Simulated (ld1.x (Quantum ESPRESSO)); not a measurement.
# A TM potential for fluorine, from input to tests

Task: generate the file, and judge it by its errors in other configurations, its logarithmic derivatives, its ghosts and its cutoff.

Method: ld1.x (Quantum ESPRESSO) 7.5, PBE, scalar-relativistic.

## 1. Settings

Typed settings, in words:

```
element                 : fluorine (F, Z = 9)
type                    : norm-conserving Troullier–Martins (Kleinman–Bylander form)
frozen core             : [He]
valence charge          : 7
reference configuration : 2s1 2p6
partial waves           : 2s (bound): rc 0.75 bohr; 2p (bound): rc 0.85 bohr
local potential         : all-electron potential smoothed inside 0.65 bohr (lloc = -1)
core correction         : Bessel-smoothed model core, default radius (core density twice the valence density)
```

The nodes and maxima of the atom's own shells, from an earlier all-electron run, set the scale for the radii.

All-electron outer shells of the reference configuration (PBE, scalar-relativistic, ld1.x):

```json
{"shell": "1s", "level (eV)": "-664.00", "outermost node (bohr)": "–", "outermost maximum (bohr)": "0.11"}
{"shell": "2s", "level (eV)": "-30.38", "outermost node (bohr)": "0.24", "outermost maximum (bohr)": "0.76"}
{"shell": "2p", "level (eV)": "-11.54", "outermost node (bohr)": "–", "outermost maximum (bohr)": "0.71"}
```

## 2. Generation

F.in reads:

```
 &input
   title='F', zed=9., rel=1, dft='PBE', iswitch=3,
   config='[He] 2s1 2p6',
   nld=2, rlderiv=0.95, eminld=-4.0, emaxld=5.0, deld=0.02
 /
 &inputp
   pseudotype=2, tm=.true., lloc=-1, rcloc=0.65,
   nlcc=.true., new_core_ps=.true.,
   file_pseudopw='F.UPF', file_wfcaegen='ae.wfc', file_wfcncgen='nc.wfc', file_beta='beta', file_chi='chi'
 /
2
2S  1  0   1.00   0.00  0.75  0.75  0.0
2P  2  1   6.00   0.00  0.85  0.85  0.0
 &test
   configts(1)='2s1 2p6'
 /
```

On the command line:

```bash
$ ld1.x < F.in > F.out
```

What the program wrote to F.out (without the banner and most projector matrices):

```text
     Program LD1 v.7.5
     --------------------------- All-electron run ----------------------------

     F
     scalar relativistic calculation

     atomic number is  9.00
     dft =PBE   lsd =0 sic =0 latt =0  beta=0.20 tr2=1.0E-14
     Exchange-correlation= PBE
                           (   1   4   3   4   0   0   0)
     mesh =1105 r(mesh) =  99.76081 a.u. xmin = -7.00 dx = 0.01250
     1 Ry =  13.60569312 eV, c = 137.03599908

     n l     nl                  e(Ry)          e(Ha)          e(eV)
     1 0     1S 1( 2.00)       -48.8033       -24.4017      -664.0032
     2 0     2S 1( 1.00)        -2.2328        -1.1164       -30.3788
     2 1     2P 1( 6.00)        -0.8482        -0.4241       -11.5402

     final scf error:  6.1E-15 reached in  29 iterations

     Etot =    -198.106554 Ry,     -99.053277 Ha,   -2695.376983 eV

     Ekin =     197.935939 Ry,      98.967969 Ha,    2693.055642 eV
     Encl =    -474.750380 Ry,    -237.375190 Ha,   -6459.307986 eV
     Eh   =      98.980846 Ry,      49.490423 Ha,    1346.703017 eV
     Exc  =     -20.272959 Ry,     -10.136479 Ha,    -275.827656 eV

     normalization and overlap integrals

     s(1S/1S) =  1.000000  <r> =   0.1763  <r2> =    0.0420  r(max) =   0.1139
     s(2S/2S) =  1.000000  <r> =   1.0023  <r2> =    1.2244  r(max) =   0.7617
     s(2P/2P) =  1.000000  <r> =   1.1000  <r2> =    1.6187  r(max) =   0.7066

     ------------------------ End of All-electron run ------------------------

     --------------------- Generating NC pseudopotential ---------------------

      Generating local potential from pseudized AE potential:
      Matching radius rcloc =   0.6500

      Local pseudo, rcloc= 0.656 Estimated cut-off energy=    55.92 Ry

      Computing core charge for nlcc:

       r > 0.28 : true rho core
      Core charge pseudized with two Bessel functions
      Integrated core pseudo-charge :   1.48

      Wfc   2S  rcut= 0.743  Using Troullier-Martins method

      Wfc   2P  rcut= 0.842  Using Troullier-Martins method

     ------------------- End of pseudopotential generation -------------------

     [... the all-electron block is printed once more ...]


     Computing logarithmic derivative in   0.94795
     Computing logarithmic derivative in   0.94795
     Computing the partial wave expansion
     R is outside the sphere for l=    0 j= 0.00
     R is outside the sphere for l=    1 j= 0.00

     ---------------------- Testing the pseudopotential ----------------------

     F
     scalar relativistic calculation

     atomic number is  9.00   valence charge is  7.00
     dft =PBE   lsd =0 sic =0 latt =0  beta=0.20 tr2=1.0E-14
     mesh =1105 r(mesh) =  99.76081 xmin = -7.00 dx = 0.01250

     n l     nl             e AE (Ry)        e PS (Ry)    De AE-PS (Ry)
     1 0     2S   1( 1.00)       -2.23280       -2.23287        0.00007
     2 1     2P   1( 6.00)       -0.84819       -0.84821        0.00002

     eps = 2.8E-17  iter =  6

     Etot =    -198.106554 Ry,     -99.053277 Ha,   -2695.376983 eV
     Etotps =   -52.894915 Ry,     -26.447457 Ha,    -719.671978 eV

     Ekin =      40.771332 Ry,      20.385666 Ha,     554.722235 eV
     Encl =    -117.511952 Ry,     -58.755976 Ha,   -1598.831558 eV
     Ehrt =      42.114928 Ry,      21.057464 Ha,     573.002792 eV
     Ecxc =     -15.327469 Ry,      -7.663734 Ha,    -208.540836 eV
     (Ecc =      -5.924601 Ry,      -2.962300 Ha,     -80.608300 eV)
     Epseu=      -2.941755 Ry,      -1.470877 Ha,     -40.024611 eV

     ---------------------- End of pseudopotential test ----------------------
```

It took 0.83 s on 1 thread, shared host. (Generation and the later configuration tests together.)

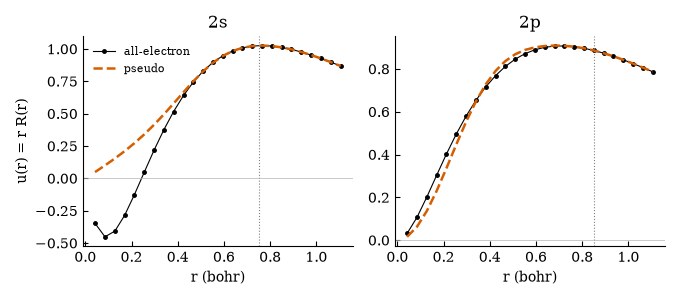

All-electron and pseudo partial waves (2s, 2p), with the matching radii dotted. The curves join 26 sampled radii.

## 3. Transferability test

F.test.in reads:

```
 &input
   title='F', zed=9., rel=1, dft='PBE', iswitch=2,
   config='[He] 2s1 2p6'
 /
 &test
   file_pseudo='F.UPF', nconf=8,
   configts(1)='2s1 2p6',
   configts(2)='2s2 2p5',
   configts(3)='2s2 2p4',
   configts(4)='2s2 2p3',
   configts(5)='2s1 2p5',
   configts(6)='2s2 2p2',
   configts(7)='2s2 2p5.3',
   configts(8)='2s2 2p4.5'
 /
```

On the command line:

```bash
$ ld1.x < F.test.in > F.test.out
```

F.test.out, the pseudopotential blocks:

```text
     ---------------------- Testing the pseudopotential ----------------------

     F
     scalar relativistic calculation

     atomic number is  9.00   valence charge is  7.00
     dft =PBE   lsd =0 sic =0 latt =0  beta=0.20 tr2=1.0E-14
     mesh =1105 r(mesh) =  99.76081 xmin = -7.00 dx = 0.01250

     n l     nl             e AE (Ry)        e PS (Ry)    De AE-PS (Ry)
     1 0     2S   1( 1.00)       -2.23280       -2.23287        0.00007
     2 1     2P   1( 6.00)       -0.84819       -0.84821        0.00002

     eps = 2.1E-16  iter =  6

     Etot =    -198.106554 Ry,     -99.053277 Ha,   -2695.376983 eV
     Etotps =   -52.894915 Ry,     -26.447457 Ha,    -719.671978 eV

     Ekin =      40.771332 Ry,      20.385666 Ha,     554.722234 eV
     Encl =    -117.511952 Ry,     -58.755976 Ha,   -1598.831557 eV
     Ehrt =      42.114928 Ry,      21.057464 Ha,     573.002791 eV
     Ecxc =     -15.327469 Ry,      -7.663734 Ha,    -208.540836 eV
     (Ecc =      -5.924601 Ry,      -2.962300 Ha,     -80.608300 eV)
     Epseu=      -2.941755 Ry,      -1.470877 Ha,     -40.024611 eV

     ---------------------- End of pseudopotential test ----------------------

     ---------------------- Testing the pseudopotential ----------------------

     F
     scalar relativistic calculation

     atomic number is  9.00   valence charge is  7.00
     dft =PBE   lsd =0 sic =0 latt =0  beta=0.20 tr2=1.0E-14
     mesh =1105 r(mesh) =  99.76081 xmin = -7.00 dx = 0.01250

     n l     nl             e AE (Ry)        e PS (Ry)    De AE-PS (Ry)
     1 0     2S   1( 2.00)       -2.19758       -2.19877        0.00119
     2 1     2P   1( 5.00)       -0.81670       -0.81641       -0.00028

     eps = 9.8E-15  iter =  7

     Etot =    -199.489330 Ry,     -99.744665 Ha,   -2714.190600 eV
     Etotps =   -54.278441 Ry,     -27.139221 Ha,    -738.495815 eV
     dEtot_ae =      -1.382775 Ry
     dEtot_ps =      -1.383526 Ry,   Delta E=       0.000751 Ry

     Ekin =      36.347839 Ry,      18.173919 Ha,     494.537542 eV
     Encl =    -117.313216 Ry,     -58.656608 Ha,   -1596.127612 eV
     Ehrt =      42.364351 Ry,      21.182176 Ha,     576.396365 eV
     Ecxc =     -15.364800 Ry,      -7.682400 Ha,    -209.048752 eV
     (Ecc =      -5.924601 Ry,      -2.962300 Ha,     -80.608300 eV)
     Epseu=      -0.312616 Ry,      -0.156308 Ha,      -4.253357 eV

     ---------------------- End of pseudopotential test ----------------------

     ---------------------- Testing the pseudopotential ----------------------

     F
     scalar relativistic calculation

     atomic number is  9.00   valence charge is  7.00
     dft =PBE   lsd =0 sic =0 latt =0  beta=0.20 tr2=1.0E-14
     mesh =1105 r(mesh) =  99.76081 xmin = -7.00 dx = 0.01250

     n l     nl             e AE (Ry)        e PS (Ry)    De AE-PS (Ry)
     1 0     2S   1( 2.00)       -3.48292       -3.48418        0.00126
     2 1     2P   1( 4.00)       -2.08065       -2.07973       -0.00092

     eps = 8.9E-16  iter = 11

     Etot =    -198.064175 Ry,     -99.032088 Ha,   -2694.800384 eV
     Etotps =   -52.853721 Ry,     -26.426861 Ha,    -719.111511 eV
     dEtot_ae =       0.042379 Ry
     dEtot_ps =       0.041194 Ry,   Delta E=       0.001186 Ry

     Ekin =      34.045421 Ry,      17.022711 Ha,     463.211555 eV
     Encl =    -106.639438 Ry,     -53.319719 Ha,   -1450.903473 eV
     Ehrt =      33.820971 Ry,      16.910485 Ha,     460.157748 eV
     Ecxc =     -14.334237 Ry,      -7.167118 Ha,    -195.027227 eV
     (Ecc =      -5.924601 Ry,      -2.962300 Ha,     -80.608300 eV)
     Epseu=       0.253562 Ry,       0.126781 Ha,       3.449887 eV

     ---------------------- End of pseudopotential test ----------------------

     ---------------------- Testing the pseudopotential ----------------------

     F
     scalar relativistic calculation

     atomic number is  9.00   valence charge is  7.00
     dft =PBE   lsd =0 sic =0 latt =0  beta=0.20 tr2=1.0E-14
     mesh =1105 r(mesh) =  99.76081 xmin = -7.00 dx = 0.01250

     n l     nl             e AE (Ry)        e PS (Ry)    De AE-PS (Ry)
     1 0     2S   1( 2.00)       -4.99731       -4.99793        0.00061
     2 1     2P   1( 3.00)       -3.60167       -3.59832       -0.00335

     eps = 4.4E-15  iter = 11

     Etot =    -195.242940 Ry,     -97.621470 Ha,   -2656.415526 eV
     Etotps =   -50.034252 Ry,     -25.017126 Ha,    -680.750683 eV
     dEtot_ae =       2.863614 Ry
     dEtot_ps =       2.860662 Ry,   Delta E=       0.002952 Ry

     Ekin =      30.050134 Ry,      15.025067 Ha,     408.852903 eV
     Encl =     -93.301160 Ry,     -46.650580 Ha,   -1269.426950 eV
     Ehrt =      25.122735 Ry,      12.561367 Ha,     341.812222 eV
     Ecxc =     -13.068700 Ry,      -6.534350 Ha,    -177.808719 eV
     (Ecc =      -5.924601 Ry,      -2.962300 Ha,     -80.608300 eV)
     Epseu=       1.162738 Ry,       0.581369 Ha,      15.819861 eV

     ---------------------- End of pseudopotential test ----------------------

     ---------------------- Testing the pseudopotential ----------------------

     F
     scalar relativistic calculation

     atomic number is  9.00   valence charge is  7.00
     dft =PBE   lsd =0 sic =0 latt =0  beta=0.20 tr2=1.0E-14
     mesh =1105 r(mesh) =  99.76081 xmin = -7.00 dx = 0.01250

     n l     nl             e AE (Ry)        e PS (Ry)    De AE-PS (Ry)
     1 0     2S   1( 1.00)       -3.49542       -3.49579        0.00036
     2 1     2P   1( 5.00)       -2.08974       -2.08969       -0.00005

     eps = 9.3E-15  iter = 10

     Etot =    -196.660171 Ry,     -98.330085 Ha,   -2675.697932 eV
     Etotps =   -51.448435 Ry,     -25.724217 Ha,    -699.991614 eV
     dEtot_ae =       1.446384 Ry
     dEtot_ps =       1.446480 Ry,   Delta E=      -0.000097 Ry

     Ekin =      38.930705 Ry,      19.465352 Ha,     529.679223 eV
     Encl =    -107.157035 Ry,     -53.578518 Ha,   -1457.945735 eV
     Ehrt =      33.742505 Ry,      16.871253 Ha,     459.090175 eV
     Ecxc =     -14.328308 Ry,      -7.164154 Ha,    -194.946567 eV
     (Ecc =      -5.924601 Ry,      -2.962300 Ha,     -80.608300 eV)
     Epseu=      -2.636302 Ry,      -1.318151 Ha,     -35.868710 eV

     ---------------------- End of pseudopotential test ----------------------

     ---------------------- Testing the pseudopotential ----------------------

     F
     scalar relativistic calculation

     atomic number is  9.00   valence charge is  7.00
     dft =PBE   lsd =0 sic =0 latt =0  beta=0.20 tr2=1.0E-14
     mesh =1105 r(mesh) =  99.76081 xmin = -7.00 dx = 0.01250

     n l     nl             e AE (Ry)        e PS (Ry)    De AE-PS (Ry)
     1 0     2S   1( 2.00)       -6.70364       -6.70154       -0.00210
     2 1     2P   1( 2.00)       -5.34782       -5.33762       -0.01020  !

     eps = 1.7E-15  iter = 11

     Etot =    -190.786158 Ry,     -95.393079 Ha,   -2595.777923 eV
     Etotps =   -45.583548 Ry,     -22.791774 Ha,    -620.195769 eV
     dEtot_ae =       7.320396 Ry
     dEtot_ps =       7.311367 Ry,   Delta E=       0.009029 Ry

     Ekin =      24.207412 Ry,      12.103706 Ha,     329.358619 eV
     Encl =     -77.578325 Ry,     -38.789162 Ha,   -1055.506882 eV
     Ehrt =      16.969592 Ry,       8.484796 Ha,     230.883055 eV
     Ecxc =     -11.632389 Ry,      -5.816194 Ha,    -158.266712 eV
     (Ecc =      -5.924601 Ry,      -2.962300 Ha,     -80.608300 eV)
     Epseu=       2.450162 Ry,       1.225081 Ha,      33.336150 eV

     ---------------------- End of pseudopotential test ----------------------

     ---------------------- Testing the pseudopotential ----------------------

     F
     scalar relativistic calculation

     atomic number is  9.00   valence charge is  7.00
     dft =PBE   lsd =0 sic =0 latt =0  beta=0.20 tr2=1.0E-14
     mesh =1105 r(mesh) =  99.76081 xmin = -7.00 dx = 0.01250

     n l     nl             e AE (Ry)        e PS (Ry)    De AE-PS (Ry)
     1 0     2S   1( 2.00)       -1.86725       -1.86841        0.00116
     2 1     2P   1( 5.30)       -0.49676       -0.49656       -0.00020

     eps = 6.7E-15  iter =  8

     Etot =    -199.685554 Ry,     -99.842777 Ha,   -2716.860368 eV
     Etotps =   -54.474613 Ry,     -27.237307 Ha,    -741.164874 eV
     dEtot_ae =      -1.579000 Ry
     dEtot_ps =      -1.579699 Ry,   Delta E=       0.000699 Ry

     Ekin =      36.732621 Ry,      18.366310 Ha,     499.772766 eV
     Encl =    -119.921563 Ry,     -59.960781 Ha,   -1631.615983 eV
     Ehrt =      44.747618 Ry,      22.373809 Ha,     608.822363 eV
     Ecxc =     -15.614769 Ry,      -7.807385 Ha,    -212.449757 eV
     (Ecc =      -5.924601 Ry,      -2.962300 Ha,     -80.608300 eV)
     Epseu=      -0.418521 Ry,      -0.209260 Ha,      -5.694263 eV

     ---------------------- End of pseudopotential test ----------------------

     ---------------------- Testing the pseudopotential ----------------------

     F
     scalar relativistic calculation

     atomic number is  9.00   valence charge is  7.00
     dft =PBE   lsd =0 sic =0 latt =0  beta=0.20 tr2=1.0E-14
     mesh =1105 r(mesh) =  99.76081 xmin = -7.00 dx = 0.01250

     n l     nl             e AE (Ry)        e PS (Ry)    De AE-PS (Ry)
     1 0     2S   1( 2.00)       -2.80814       -2.80939        0.00125
     2 1     2P   1( 4.50)       -1.41356       -1.41307       -0.00049

     eps = 8.1E-15  iter =  9

     Etot =    -198.934914 Ry,     -99.467457 Ha,   -2706.647396 eV
     Etotps =   -53.724172 Ry,     -26.862086 Ha,    -730.954600 eV
     dEtot_ae =      -0.828360 Ry
     dEtot_ps =      -0.829257 Ry,   Delta E=       0.000897 Ry

     Ekin =      35.398097 Ry,      17.699048 Ha,     481.615645 eV
     Encl =    -112.334132 Ry,     -56.167066 Ha,   -1528.383720 eV
     Ehrt =      38.166368 Ry,      19.083184 Ha,     519.279893 eV
     Ecxc =     -14.883713 Ry,      -7.441856 Ha,    -202.503229 eV
     (Ecc =      -5.924601 Ry,      -2.962300 Ha,     -80.608300 eV)
     Epseu=      -0.070793 Ry,      -0.035396 Ha,      -0.963188 eV

     ---------------------- End of pseudopotential test ----------------------
```

Excitation and ionisation energies from 2s1 2p6, with the error of the potential.

| valence configuration | charge | ΔE all-electron (eV) | error AE − PS (meV) |
| --- | --- | --- | --- |
| 2s2 2p5 | 0 | -18.814 | +10 |
| 2s2 2p4 | +1 | 0.577 | +16 |
| 2s2 2p3 | +2 | 38.961 | +40 |
| 2s1 2p5 | +1 | 19.679 | -1.3 |
| 2s2 2p2 | +3 | 99.599 | +123 |
| 2s2 2p5.3 | -0.3 | -21.483 | +9.5 |
| 2s2 2p4.5 | +0.5 | -11.270 | +12 |

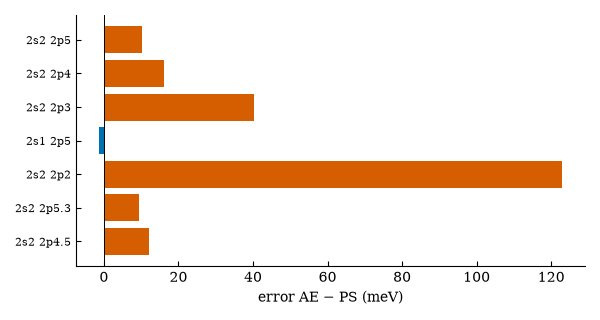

Error of the potential in each test configuration.

## 4. Scattering by logarithmic derivatives

Taken from the files of the generation run. The phase is arctan(r·u′/u) with u = r·R, unwrapped, with energies in Ry. A pole is an energy at which the radial function vanishes at the test radius. The pseudo phase is shifted by a multiple of π to meet the all-electron one at the reference energy. Levels narrower than the energy grid can be missing from the poles. The last column is the largest difference on the grid between −1 and +1 Ry.

```tsv
channel	radius (bohr)	reference (Ry)	poles AE	poles PS	window around the reference with phases within 0.05 rad (Ry)	largest difference near zero (rad)
s	0.95	-2.23	none	none	the whole range	0.002
p	0.95	-0.85	none	none	the whole range	0.001
```

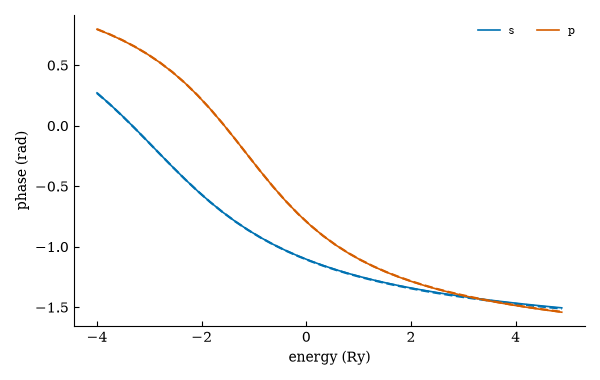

Phases by channel: all-electron solid, pseudo dashed.

## 5. Plane-wave convergence, by spherical Bessel functions

A separate test, outside the generator: the pseudo-atom's Hamiltonian at the reference potential is diagonalised in spherical Bessel functions j_l(qr) that vanish at 20 bohr, with q² up to the cutoff.

All-electron valence levels (Ry): 2s -2.2328, 2p -0.8482. The lowest levels of each channel (Ry) by cutoff; the last column sums, over occupied levels, occupation times the distance from the level at 400 Ry. A positive value at high cutoff is not a bound level.

| cutoff (Ry) | s #1 | p #1 | d #1 | f #1 | Σ f·Δε (mRy) |
| --- | --- | --- | --- | --- | --- |
| 8 | -1.9558 | -0.0188 | 0.0806 | 0.1213 | 5253.4 |
| 15 | -2.0371 | -0.1306 | 0.0806 | 0.1213 | 4501.5 |
| 25 | -2.0485 | -0.2877 | 0.0806 | 0.1213 | 3547.1 |
| 40 | -2.1235 | -0.4743 | 0.0806 | 0.1213 | 2352.8 |
| 55 | -2.1821 | -0.6170 | 0.0806 | 0.1213 | 1438.0 |
| 90 | -2.2260 | -0.7883 | 0.0806 | 0.1213 | 366.5 |
| 120 | -2.2285 | -0.8366 | 0.0806 | 0.1213 | 74.1 |
| 160 | -2.2294 | -0.8473 | 0.0806 | 0.1213 | 8.8 |
| 180 | -2.2305 | -0.8477 | 0.0806 | 0.1213 | 5.2 |
| 260 | -2.2327 | -0.8480 | 0.0806 | 0.1213 | 1.4 |
| 300 | -2.2327 | -0.8481 | 0.0806 | 0.1213 | 0.5 |
| 400 | -2.2328 | -0.8482 | 0.0806 | 0.1213 | 0.0 |

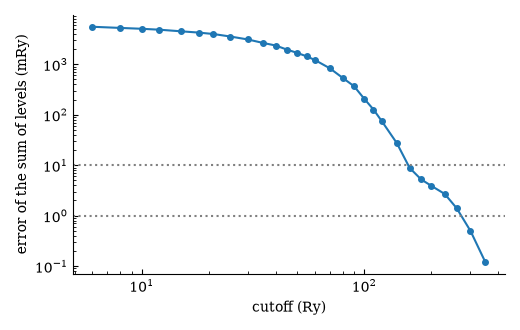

Occupation-weighted error of the valence levels against the cutoff; the dotted lines mark 10 and 1 mRy.

The sum stays within 10 mRy from 160 Ry and within 1 mRy from 300 Ry. The sum leaves out empty levels, which can need more. Ghost test: no level below the all-electron spectrum of its channel (s, p, d, f tested).

## 6. Summary of results

```
                                                quantity                  value
               cutoffs for 10 and 1 mRy, occupied levels      160 Ry and 300 Ry
                                            bound ghosts             none found
                            largest test error (AE − PS)  +123 meV, for 2s2 2p2
largest phase difference near zero energy, channels read              0.002 rad
```

In words: By total energies transferability is fair for so large an energy: the largest error is 123 meV on 99.6 eV, for 2s2 2p2. That test lies far up in energy; among those under 40 eV, nearer to bonding, the largest error is 40 meV. It counts as very hard, with 160 Ry needed at the looser tolerance. The slowest occupied level is 2s: taken alone it needs 230 Ry to come within 1 mRy, against 160 Ry for 2p. The Bessel-basis test finds no level below the valence levels. Near zero energy the phases of the channels with partial waves agree within 0.002 rad.
